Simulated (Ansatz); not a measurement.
Fields on a plane of SnSe (GeS type, space group Pnma)

```
SnSe
1.0
   11.53579     0.00000     0.00000
    0.00000     4.12093     0.00000
    0.00000     0.00000     4.57816
Sn Se
4 4
Cartesian
  1.36114   1.03023   0.53329
  4.40676   3.09070   2.82237
 10.17466   3.09070   4.04487
  7.12903   1.03023   1.75579
  9.84608   1.03023   2.22191
  7.45761   3.09070   4.51099
  1.68971   3.09070   2.35625
  4.07818   1.03023   0.06717
```

The slice is a (001) plane (indices of the conventional cell) through the point (0.382, 0.750, 0.617) (fractional), spanned by u = [010] and v = [100] in vectors of this cell: u (4.12 Å) and v (11.54 Å, at 90° to u). It covers one period; positions are fractions (u, v).

Atoms on it: Sn at (0.00, 0.00). Other atoms lie within 1 Å of the plane.

Method: r2SCAN+rVV10 (plane waves to 500 eV, PAW, scalar-relativistic; Ansatz, a quantum-chemistry and plane-wave program). k mesh 3×8×7. These are valence fields of a PAW run, semicore shells included where kept as valence: close to a nucleus they are smooth pseudo fields. SnSe was relaxed with its symmetry unable to fall.

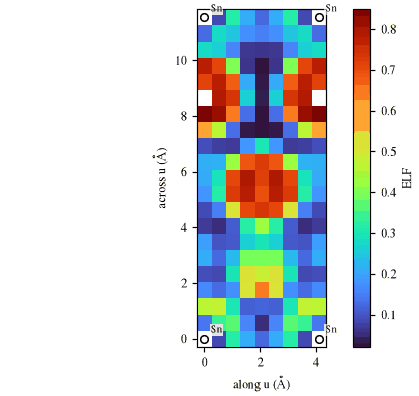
Electron localisation function (ELF), one period of the plane, atoms marked. Points within 0.5 Å of a nucleus are left white, as the pseudised field means little there.

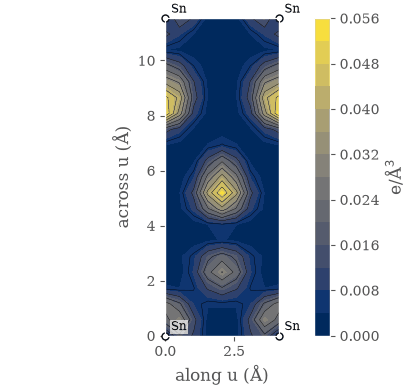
*Density of the highest valence band (whole band, smooth part) in e/Å³, one period of the plane, atoms marked. *
